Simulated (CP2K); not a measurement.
# UPBE/TZV2P-MOLOPT-PBE-GTH (core potential) run of CH5Ge (SMILES [CH3][GeH2])

What is the vertical ionisation energy of CH5Ge at UPBE/TZV2P-MOLOPT-PBE-GTH (core potential)? 

Program for the calculation: CP2K 2026.2.

### 1 Starting point

CH5Ge: 7 atoms, total charge 0, spin state doublet. SMILES: `[CH3][GeH2]`. The coordinates come from a PBE0-D4/def2-TZVP relaxation.

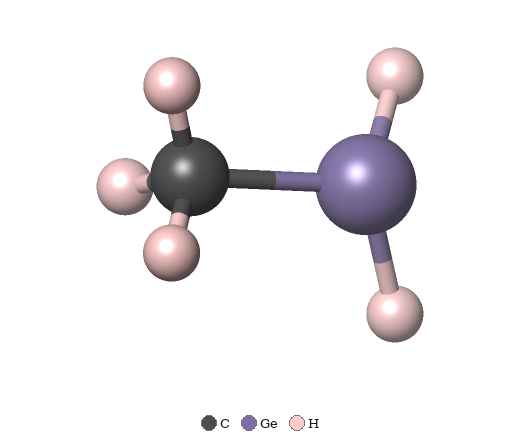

Viewed from a chosen angle; carbon dark grey, germanium purple, hydrogen pink.

### 2 A single-point energy at UPBE/TZV2P-MOLOPT-PBE-GTH (core potential)

The input, gas.inp:

```
&FORCE_EVAL
   METHOD QUICKSTEP
   &DFT
      BASIS_SET_FILE_NAME BASIS_MOLOPT_UZH
      POTENTIAL_FILE_NAME POTENTIAL_UZH
      MULTIPLICITY 2
      LSD T
      # Quickstep
      &QS
         METHOD GPW
         EPS_DEFAULT 1.0E-10
      &END QS
      # plane-wave cutoff in Ry
      &MGRID
         CUTOFF 400
         REL_CUTOFF 50
         NGRIDS 4
      &END MGRID
      &POISSON
         PERIODIC NONE
         POISSON_SOLVER MULTIPOLE
      &END POISSON
      # SCF settings
      &SCF
         SCF_GUESS ATOMIC
         EPS_SCF 1.0E-06
         MAX_SCF 50
         &OT
            MINIMIZER DIIS
            PRECONDITIONER FULL_ALL
         &END OT
         &OUTER_SCF
            EPS_SCF 1.0E-06
            MAX_SCF 8
         &END OUTER_SCF
      &END SCF
      &XC
         &XC_FUNCTIONAL PBE
         &END XC_FUNCTIONAL
      &END XC
      # extra output
      &PRINT
         &MOMENTS
            PERIODIC F
            REFERENCE COM
            MAX_MOMENT 1
         &END MOMENTS
         &MO_CUBES
            NLUMO 3
            NHOMO -1
            WRITE_CUBE F
         &END MO_CUBES
         &HIRSHFELD OFF
         &END HIRSHFELD
      &END PRINT
   &END DFT
   &SUBSYS
      &CELL
         ABC 9.9 10.5 8.9
         PERIODIC NONE
      &END CELL
      &COORD
         C      4.429400     4.264350     4.539900
         Ge     5.073000     5.898450     5.409300
         H      3.523800     3.907250     5.030100
         H      5.190100     3.485550     4.589300
         H      4.203800     4.470250     3.490700
         H      4.003900     7.014450     5.367500
         H      6.376200     6.407350     4.751600
      &END COORD
      &KIND C
         BASIS_SET TZV2P-MOLOPT-PBE-GTH-q4
         POTENTIAL GTH-PBE-q4
      &END KIND
      &KIND Ge
         BASIS_SET TZV2P-MOLOPT-PBE-GTH-q4
         POTENTIAL GTH-PBE-q4
      &END KIND
      &KIND H
         BASIS_SET TZV2P-MOLOPT-PBE-GTH-q1
         POTENTIAL GTH-PBE-q1
      &END KIND
   &END SUBSYS
&END FORCE_EVAL

&GLOBAL
   PROJECT gas
   RUN_TYPE ENERGY
   PRINT_LEVEL MEDIUM
&END GLOBAL
```

Started as:

```bash
$ OMP_NUM_THREADS=1 cp2k.psmp gas.inp > gas.out
```

Standard output, shortened:

```text
CP2K| version string:                                       CP2K version 2026.2
[...]
 GLOBAL| Method name                                                        CP2K
[...]
 GLOBAL| Run type                                                         ENERGY
[...]
 DFT| Spin unrestricted (spin-polarized) Kohn-Sham calculation               UKS
 DFT| Multiplicity                                                             2
[...]
 DFT| Charge                                                                   0
[...]
 FUNCTIONAL| PBE:
 QS| Method:                                                                 GPW
[...]
 QS| Density cutoff [a.u.]:                                                200.0
[...]
 QS| Relative density cutoff [a.u.]:                                        25.0
[...]
                             - Atoms:                                          7
[...]
                             - Spherical basis functions:                    128
[...]
 Number of electrons:                                                          7
[...]
     1 OT DIIS     0.15E+00    1.3     0.07558295       -11.4199882575 -1.14E+01
[...]
    19 OT DIIS     0.15E+00    1.4     0.00000071       -12.5020432536 -4.04E-10
  *** SCF run converged in    19 steps ***
[...]
  Overlap energy of the core charge distribution:               0.00000207344832
  Self energy of the core charge distribution:                -28.71474147594922
  Core Hamiltonian energy:                                      8.55960456449511
  Hartree energy:                                              12.29106760961496
  Exchange-correlation energy:                                 -4.63797602525217
  Total energy:                                               -12.50204325364301
[...]
                     Mulliken Population Analysis
 #  Atom  Element  Kind  Atomic population (alpha,beta) Net charge  Spin moment
       1     C        1         2.045191     2.004426    -0.049617     0.040765
       2     Ge       2         2.332697     1.475098     0.192206     0.857599
       3     H        3         0.489169     0.495830     0.015000    -0.006661
       4     H        3         0.489038     0.495710     0.015253    -0.006672
       5     H        3         0.505213     0.478979     0.015807     0.026234
       6     H        3         0.569479     0.525098    -0.094577     0.044381
       7     H        3         0.569213     0.524859    -0.094072     0.044354
 # Total charge and spin        7.000000     6.000000    -0.000000     1.000000
[...]
  Dipole moment [Debye]
    X= -0.2912876E+00 Y= -0.7631917E+00 Z= -0.4025526E+00  Total=      0.9106913
[...]
 WARNING : did not converge in ot_eigensolver
 number of iterations          299  exceeded maximum
 current gradient / target gradient   1.2545573646327647E-004  /    1.0000000000000001E-005
[...]
 WARNING : did not converge in ot_eigensolver
 number of iterations          299  exceeded maximum
 current gradient / target gradient   3.0970322709007725E-004  /    1.0000000000000001E-005
[...]
 HOMO - LUMO gap [eV] :    4.548190
 ENERGY| Total FORCE_EVAL ( QS ) energy [hartree]            -12.502043253643009
[...]
```

Wall time 30 s (1 thread of Arm Neoverse V2, shared host); peak memory 0.89 GiB.

### 3 The singlet cation at the same level

The input, gas.inp:

```
&GLOBAL
  PROJECT_NAME gas
  RUN_TYPE ENERGY
  PRINT_LEVEL MEDIUM
&END GLOBAL

&FORCE_EVAL
  METHOD Quickstep
  &DFT
    BASIS_SET_FILE_NAME BASIS_MOLOPT_UZH
    POTENTIAL_FILE_NAME POTENTIAL_UZH
    CHARGE 1
    &QS
      METHOD GPW
      EPS_DEFAULT 1.0E-10
    &END QS
    &MGRID
      CUTOFF 400
      REL_CUTOFF 50
      NGRIDS 4
    &END MGRID
    &POISSON
      PERIODIC NONE
      POISSON_SOLVER MULTIPOLE
    &END POISSON
    &SCF
      SCF_GUESS ATOMIC
      EPS_SCF 1.0E-06
      MAX_SCF 80
      ADDED_MOS 10
      &DIAGONALIZATION
        ALGORITHM STANDARD
      &END DIAGONALIZATION
      &MIXING
        METHOD BROYDEN_MIXING
        ALPHA 0.3
        NBUFFER 8
      &END MIXING
    &END SCF
    &XC
      &XC_FUNCTIONAL PBE
      &END XC_FUNCTIONAL
    &END XC
    # extra output
    &PRINT
      &MOMENTS
        PERIODIC F
        REFERENCE COM
        MAX_MOMENT 1
      &END MOMENTS
      &MO ON
        ENERGIES T
        OCCUPATION_NUMBERS T
        NDIGITS 6
        &EACH
          QS_SCF 0
        &END EACH
        ADD_LAST NUMERIC
      &END MO
      &HIRSHFELD OFF
      &END HIRSHFELD
    &END PRINT
  &END DFT
  &SUBSYS
    # box in angstrom
    &CELL
      ABC 9.9 10.5 8.9
      PERIODIC NONE
    &END CELL
    &COORD
      C     -0.247600    -0.809300    -0.206400
      Ge     0.396000     0.824800     0.663000
      H     -1.153200    -1.166400     0.283800
      H      0.513100    -1.588100    -0.157000
      H     -0.473200    -0.603400    -1.255600
      H     -0.673100     1.940800     0.621200
      H      1.699200     1.333700     0.005300
    &END COORD
    &TOPOLOGY
      &CENTER_COORDINATES
      &END CENTER_COORDINATES
    &END TOPOLOGY
    &KIND C
      BASIS_SET TZV2P-MOLOPT-PBE-GTH-q4
      POTENTIAL GTH-PBE-q4
    &END KIND
    &KIND Ge
      BASIS_SET TZV2P-MOLOPT-PBE-GTH-q4
      POTENTIAL GTH-PBE-q4
    &END KIND
    &KIND H
      BASIS_SET TZV2P-MOLOPT-PBE-GTH-q1
      POTENTIAL GTH-PBE-q1
    &END KIND
  &END SUBSYS
&END FORCE_EVAL
```

Started as:

```bash
$ OMP_NUM_THREADS=1 cp2k.psmp -i gas.inp -o gas.out
```

Standard output, shortened:

```text
CP2K| version string:                                       CP2K version 2026.2
[...]
 GLOBAL| Method name                                                        CP2K
[...]
 GLOBAL| Run type                                                         ENERGY
[...]
 DFT| Spin restricted Kohn-Sham (RKS) calculation                            RKS
 DFT| Multiplicity                                                             1
[...]
 DFT| Charge                                                                   1
[...]
 FUNCTIONAL| PBE:
 QS| Method:                                                                 GPW
[...]
 QS| Density cutoff [a.u.]:                                                200.0
[...]
 QS| Relative density cutoff [a.u.]:                                        25.0
[...]
                             - Atoms:                                          7
[...]
                             - Spherical basis functions:                    128
[...]
 Number of electrons:                                                         12
[...]
     1 NoMix/Diag. 0.30E+00    0.8     0.77226000       -11.4697519564 -1.15E+01
[...]
    24 Broy./Diag. 0.30E+00    1.0     0.00000077       -12.2045611638 -2.32E-07
  *** SCF run converged in    24 steps ***
[...]
  Overlap energy of the core charge distribution:               0.00000207344832
  Self energy of the core charge distribution:                -28.71474147594922
  Core Hamiltonian energy:                                      8.26439157263954
  Hartree energy:                                              12.60338929225191
  Exchange-correlation energy:                                 -4.35760262615744
  Total energy:                                               -12.20456116376689
[...]
  Dipole moment [Debye]
    X= -0.1217975E+00 Y= -0.6140615E+00 Z=  0.1342053E+00  Total=      0.6402478
 ENERGY| Total FORCE_EVAL ( QS ) energy [hartree]            -12.204561163766890
[...]
```

Wall time 24 s (1 thread of Arm Neoverse V2, shared host); peak memory 1.2 GiB.

### 4 Summary of results

Level: UPBE/TZV2P-MOLOPT-PBE-GTH (core potential).

| quantity | value |
| --- | --- |
| doublet CH5Ge: total energy | -12.50204 Eh |
| doublet CH5Ge: dipole moment | 0.91 D |
| doublet CH5Ge: HOMO energy (highest over α and β) | -4.80 eV |
| doublet CH5Ge: LUMO energy (lowest over α and β) | -3.04 eV |
| doublet CH5Ge: ⟨S²⟩ | 0.752 |
| singlet cation: total energy | -12.20456 Eh |
| singlet cation: HOMO energy | -14.24 eV |
| singlet cation: LUMO energy | -11.19 eV |
| singlet cation: HOMO–LUMO gap | 3.05 eV |
| vertical ionisation energy (to the singlet cation) | 8.095 eV |

What this shows: The vertical ionisation energy comes to 8.09 eV (781 kJ/mol). Only the singlet of the ionised species was computed; a triplet could lie lower.
